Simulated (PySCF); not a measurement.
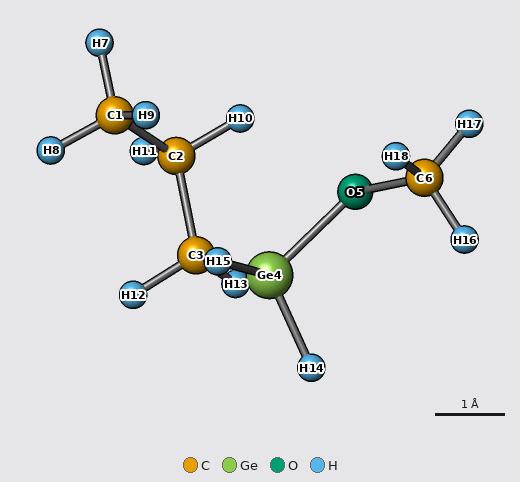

Figure 1. The input geometry (ball-and-stick view, seen at a tilt; atoms are numbered from 1 in the order of the input). Sticks mark near contacts.

Geometry relaxation of C4H12GeO

- system: C4H12GeO, SMILES CC[CH2][GeH2][O]C
- method: PBE0-D3(BJ)/def2-SVP geometry optimisation, gas phase (PySCF 2.14.0)

It belongs to a series of runs on one base structure; here: constitutional isomer.

Input
```
{"job": {"xc": "PBE0", "basis": "def2-SVP", "d3": "d3bj", "grid": 1, "shake": 0.01, "kind": "geom"}, "charge": 0, "multiplicity": 1}
C     -2.039020     0.812810     0.304500
C     -1.761350    -0.234550    -0.740850
C     -0.898350    -1.342870    -0.181240
Ge     0.972220    -0.744040     0.333080
O      1.439650     0.231420    -1.053020
C      2.682960     0.887450    -1.170160
H     -2.695040     1.606340    -0.116690
H     -2.538770     0.407990     1.161410
H     -1.133820     1.310660     0.650760
H     -1.244810     0.224680    -1.576300
H     -2.700550    -0.664360    -1.095780
H     -1.354280    -1.792040     0.703090
H     -0.789570    -2.119370    -0.928490
H      1.924900    -1.875630     0.502690
H      1.071420     0.089140     1.593090
H      3.517430     0.189080    -1.099340
H      2.705020     1.376290    -2.148780
H      2.814410     1.648950    -0.388480
```

The first line tells a small driver script what to run in PySCF; the rest is the geometry in Å.

Hardware: 1 CPU thread, shared host.

Run as:
```bash
OMP_NUM_THREADS=1 python <driver script> task.json out
```

What the program printed
```
step   0  E = -2310.91275751  max force = 0.034848
step   1  E = -2310.91899394  max force = 0.010518
step   2  E = -2310.91985783  max force = 0.002207
step   3  E = -2310.91990806  max force = 0.000582
step   4  E = -2310.91993303  max force = 0.000580
step   5  E = -2310.91994487  max force = 0.000469
step   6  E = -2310.91995374  max force = 0.000304
optimisation converged
```

Trajectory as extended XYZ (Å, eV, eV/Å), 7 frames, from step=0 to step=6
```
18
Properties=species:S:1:pos:R:3:forces:R:3 step=0 energy=-62883.13910
C    -2.0390    0.8128    0.3045   -0.4993   1.1067  -1.0597
C    -1.7613   -0.2346   -0.7409    0.3088  -0.0326   0.7886
C    -0.8983   -1.3429   -0.1812    1.2209   0.4581   0.3081
Ge    0.9722   -0.7440    0.3331   -1.7919  -0.2359  -0.3400
O     1.4397    0.2314   -1.0530    0.4867   0.5796  -0.6677
C     2.6830    0.8874   -1.1702   -0.9838  -0.2623   0.2030
H    -2.6950    1.6063   -0.1167    0.1822  -0.1734   0.2314
H    -2.5388    0.4080    1.1614   -0.4991  -0.4593   0.8831
H    -1.1338    1.3107    0.6508    0.3881   0.1301   0.0931
H    -1.2448    0.2247   -1.5763    0.1553   0.1921  -0.5850
H    -2.7005   -0.6644   -1.0958   -0.3077  -0.0756  -0.2361
H    -1.3543   -1.7920    0.7031   -0.1646  -0.2057   0.3010
H    -0.7896   -2.1194   -0.9285    0.2538  -0.5965  -0.3189
H     1.9249   -1.8756    0.5027    0.6730  -0.9193   0.0121
H     1.0714    0.0891    1.5931   -0.0837   0.4224   0.4888
H     3.5174    0.1891   -1.0993    0.4634  -0.3018  -0.0479
H     2.7050    1.3763   -2.1488    0.1296   0.1414  -0.1763
H     2.8144    1.6489   -0.3885    0.0684   0.2320   0.1222
18
Properties=species:S:1:pos:R:3:forces:R:3 step=1 energy=-62883.30881
C    -2.0875    1.0594    0.5284   -0.0285  -0.1078   0.2571
C    -1.7929   -0.0332   -0.4847    0.0029   0.0360  -0.1688
C    -0.8831   -1.1454    0.0361    0.0055  -0.0998  -0.1325
Ge    0.9577   -0.5607    0.3287    0.2616  -0.0059  -0.0301
O     1.3874    0.4155   -1.1386   -0.3269  -0.4495   0.5409
C     2.6211    1.0557   -1.1742    0.2347   0.1064  -0.1180
H    -2.7478    1.8289    0.1078   -0.0392   0.0603  -0.0499
H    -2.5887    0.6500    1.4272    0.0888   0.0573  -0.1199
H    -1.1677    1.5635    0.8672   -0.0126   0.0022  -0.0136
H    -1.3180    0.4161   -1.3755   -0.0802  -0.0371   0.0288
H    -2.7467   -0.4746   -0.8277    0.0663   0.0070   0.0094
H    -1.2822   -1.5794    0.9729    0.1189   0.0497  -0.0558
H    -0.8305   -1.9748   -0.6939   -0.0139   0.1029   0.0849
H     1.9593   -1.7702    0.4539   -0.2641   0.3657  -0.0803
H     1.1176    0.3561    1.5819    0.0383  -0.0959  -0.2059
H     3.4774    0.3513   -1.1090   -0.0491   0.0360  -0.0052
H     2.7123    1.5930   -2.1353    0.0084  -0.0183   0.0673
H     2.7456    1.8017   -0.3629   -0.0111  -0.0091  -0.0084
18
Properties=species:S:1:pos:R:3:forces:R:3 step=2 energy=-62883.33231
C    -2.0815    1.0588    0.5269   -0.0298  -0.0080   0.0368
C    -1.7889   -0.0295   -0.4941    0.0132   0.0053  -0.0001
C    -0.8757   -1.1401    0.0272   -0.0312   0.0000  -0.0758
Ge    0.9550   -0.5608    0.3442    0.0436   0.0233  -0.0211
O     1.3726    0.4019   -1.1100    0.0035  -0.0636   0.1135
C     2.6093    1.0459   -1.1657    0.0468   0.0443  -0.0596
H    -2.7503    1.8274    0.1108    0.0070   0.0019   0.0007
H    -2.5687    0.6466    1.4266    0.0146   0.0021  -0.0179
H    -1.1619    1.5681    0.8569    0.0034   0.0062  -0.0153
H    -1.3265    0.4220   -1.3877   -0.0036  -0.0187   0.0052
H    -2.7393   -0.4771   -0.8325   -0.0041  -0.0001   0.0099
H    -1.2669   -1.5750    0.9631   -0.0116   0.0014   0.0018
H    -0.8196   -1.9656   -0.7012    0.0124   0.0073   0.0099
H     1.9475   -1.7443    0.4521   -0.0200   0.0141  -0.0063
H     1.1310    0.3553    1.5786    0.0071   0.0069   0.0040
H     3.4657    0.3435   -1.1123   -0.0243  -0.0078   0.0016
H     2.6881    1.5844   -2.1249   -0.0115  -0.0042   0.0098
H     2.7431    1.7913   -0.3559   -0.0154  -0.0104   0.0028
18
Properties=species:S:1:pos:R:3:forces:R:3 step=3 energy=-62883.33368
C    -2.0810    1.0592    0.5253   -0.0005   0.0028  -0.0036
C    -1.7890   -0.0281   -0.4974    0.0067  -0.0013   0.0078
C    -0.8756   -1.1385    0.0224    0.0005   0.0154  -0.0099
Ge    0.9557   -0.5609    0.3540   -0.0299   0.0143  -0.0068
O     1.3744    0.4002   -1.0964    0.0219  -0.0044   0.0226
C     2.6102    1.0455   -1.1657   -0.0009   0.0088  -0.0196
H    -2.7520    1.8272    0.1119    0.0011  -0.0021   0.0016
H    -2.5630    0.6455    1.4261    0.0022  -0.0042   0.0034
H    -1.1605    1.5703    0.8502    0.0014   0.0053  -0.0059
H    -1.3280    0.4227   -1.3915    0.0020  -0.0037  -0.0045
H    -2.7395   -0.4767   -0.8340   -0.0073   0.0009   0.0057
H    -1.2714   -1.5750    0.9557   -0.0107  -0.0086   0.0006
H    -0.8148   -1.9624   -0.7066    0.0141  -0.0002  -0.0043
H     1.9438   -1.7449    0.4603    0.0080  -0.0223   0.0049
H     1.1316    0.3537    1.5896   -0.0019   0.0018   0.0081
H     3.4650    0.3413   -1.1216   -0.0016  -0.0004  -0.0013
H     2.6772    1.5850   -2.1248   -0.0056   0.0006   0.0009
H     2.7501    1.7888   -0.3554    0.0007  -0.0025   0.0003
18
Properties=species:S:1:pos:R:3:forces:R:3 step=4 energy=-62883.33436
C    -2.0769    1.0612    0.5214    0.0140   0.0079  -0.0170
C    -1.7877   -0.0269   -0.5013   -0.0042  -0.0054   0.0014
C    -0.8759   -1.1379    0.0185   -0.0017   0.0069   0.0248
Ge    0.9531   -0.5627    0.3650   -0.0188   0.0057   0.0041
O     1.3756    0.3994   -1.0817    0.0296   0.0181  -0.0153
C     2.6099    1.0462   -1.1647   -0.0298  -0.0117   0.0028
H    -2.7506    1.8279    0.1100   -0.0047  -0.0035   0.0020
H    -2.5532    0.6476    1.4249   -0.0020  -0.0025   0.0099
H    -1.1553    1.5746    0.8397   -0.0019   0.0025  -0.0001
H    -1.3276    0.4223   -1.3964    0.0035  -0.0008  -0.0051
H    -2.7392   -0.4753   -0.8355   -0.0051   0.0051   0.0026
H    -1.2778   -1.5778    0.9478   -0.0056  -0.0104  -0.0064
H    -0.8084   -1.9597   -0.7123    0.0067   0.0002  -0.0101
H     1.9365   -1.7510    0.4726    0.0085  -0.0150   0.0067
H     1.1244    0.3480    1.6045   -0.0029  -0.0026   0.0031
H     3.4648    0.3418   -1.1341    0.0061   0.0009  -0.0016
H     2.6624    1.5888   -2.1226    0.0022   0.0042  -0.0028
H     2.7590    1.7865   -0.3535    0.0060   0.0004   0.0011
18
Properties=species:S:1:pos:R:3:forces:R:3 step=5 energy=-62883.33468
C    -2.0733    1.0643    0.5162    0.0123   0.0062  -0.0122
C    -1.7884   -0.0270   -0.5042   -0.0035  -0.0032   0.0002
C    -0.8774   -1.1384    0.0160    0.0018   0.0026   0.0241
Ge    0.9506   -0.5646    0.3720   -0.0096  -0.0020   0.0025
O     1.3776    0.4002   -1.0716    0.0125   0.0117  -0.0197
C     2.6111    1.0466   -1.1614   -0.0233  -0.0134   0.0121
H    -2.7505    1.8285    0.1059   -0.0058  -0.0030   0.0016
H    -2.5437    0.6533    1.4242   -0.0006  -0.0002   0.0057
H    -1.1508    1.5807    0.8270   -0.0017   0.0008   0.0004
H    -1.3295    0.4192   -1.4016    0.0024  -0.0018  -0.0029
H    -2.7417   -0.4745   -0.8347   -0.0017   0.0046   0.0009
H    -1.2835   -1.5821    0.9419   -0.0005  -0.0070  -0.0068
H    -0.8054   -1.9578   -0.7172    0.0025   0.0027  -0.0083
H     1.9311   -1.7563    0.4813    0.0020  -0.0016   0.0032
H     1.1176    0.3419    1.6152   -0.0020  -0.0015  -0.0001
H     3.4659    0.3416   -1.1429    0.0062   0.0004  -0.0013
H     2.6552    1.5951   -2.1165    0.0034   0.0032  -0.0012
H     2.7682    1.7820   -0.3472    0.0054   0.0014   0.0019
18
Properties=species:S:1:pos:R:3:forces:R:3 step=6 energy=-62883.33492
C    -2.0686    1.0686    0.5095    0.0052   0.0028  -0.0026
C    -1.7899   -0.0278   -0.5072   -0.0020   0.0009  -0.0002
C    -0.8796   -1.1393    0.0134   -0.0012  -0.0040   0.0094
Ge    0.9470   -0.5663    0.3761    0.0048  -0.0042   0.0058
O     1.3788    0.4016   -1.0642   -0.0076   0.0006  -0.0156
C     2.6125    1.0461   -1.1549   -0.0023  -0.0053   0.0121
H    -2.7505    1.8292    0.1004   -0.0039  -0.0017   0.0007
H    -2.5316    0.6619    1.4235    0.0015   0.0009   0.0002
H    -1.1447    1.5883    0.8106   -0.0011   0.0005  -0.0011
H    -1.3331    0.4140   -1.4079    0.0007  -0.0026  -0.0007
H    -2.7456   -0.4741   -0.8325    0.0001   0.0032  -0.0003
H    -1.2882   -1.5870    0.9362    0.0010  -0.0028  -0.0043
H    -0.8042   -1.9562   -0.7225   -0.0005   0.0039  -0.0036
H     1.9259   -1.7598    0.4873   -0.0016   0.0061  -0.0003
H     1.1097    0.3366    1.6225   -0.0004   0.0003  -0.0023
H     3.4663    0.3397   -1.1470    0.0024  -0.0003  -0.0003
H     2.6528    1.6028   -2.1055    0.0027   0.0014   0.0012
H     2.7761    1.7745   -0.3355    0.0021   0.0004   0.0019
```

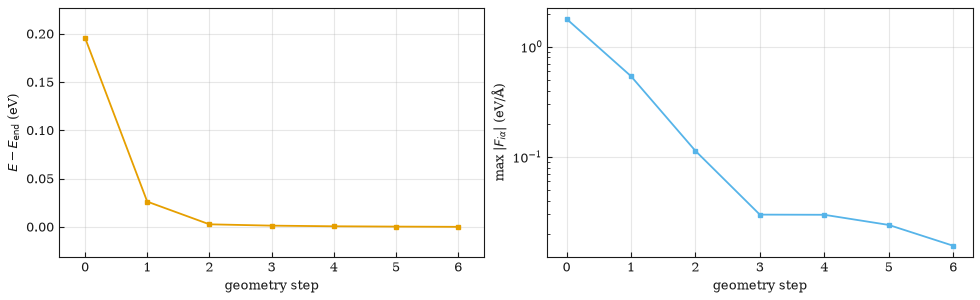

Figure 2. Progress of the relaxation, step by step (steps are counted from 0).

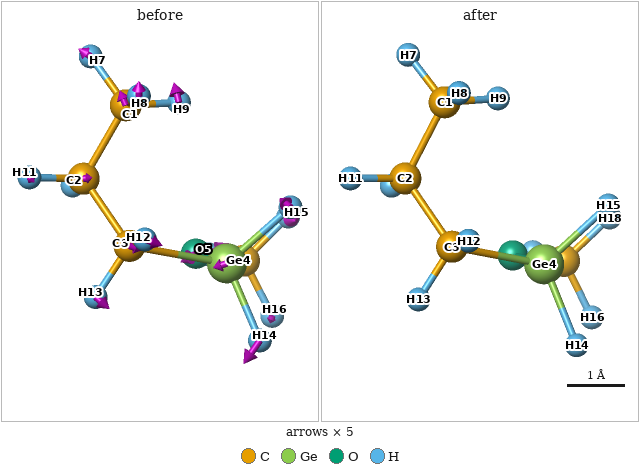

Figure 3. Before (left) and after (right) the relaxation, at one scale (ball-and-stick view, seen at a tilt). The pink arrows give the displacements, magnified 5 times. After 6 geometry steps the energy has fallen by 0.196 eV. Largest force component: 1.8 eV/Å at the start, 0.016 eV/Å at the end. The atom that moves furthest after the best rigid fit is H14 (0.10 Å). Largest moves by element: H 0.10 Å, O 0.07 Å, C 0.06 Å, Ge 0.05 Å. Distances before and after: C3–Ge4 2.030 → 1.948 Å, Ge4–H14 1.489 → 1.548 Å, Ge4–H15 1.514 → 1.548 Å, C1–H8 1.071 → 1.102 Å. Among the angles that change: C1–C2–C3 111.0° → 113.9°, Ge4–O5–C6 123.9° → 121.1°, H10–C2–H11 109.0° → 106.3°. (Atoms are counted from 1 in the order of the input.)

Key numbers

```json
{"quantity": "outcome", "value": "converged"}
{"quantity": "total energy", "value": "−2310.919954 hartree"}
{"quantity": "dipole moment", "value": "0.74 D"}
{"quantity": "point group", "value": "C1"}
{"quantity": "wall time", "value": "2.6 min"}
{"quantity": "peak memory", "value": "0.66 GiB"}
```
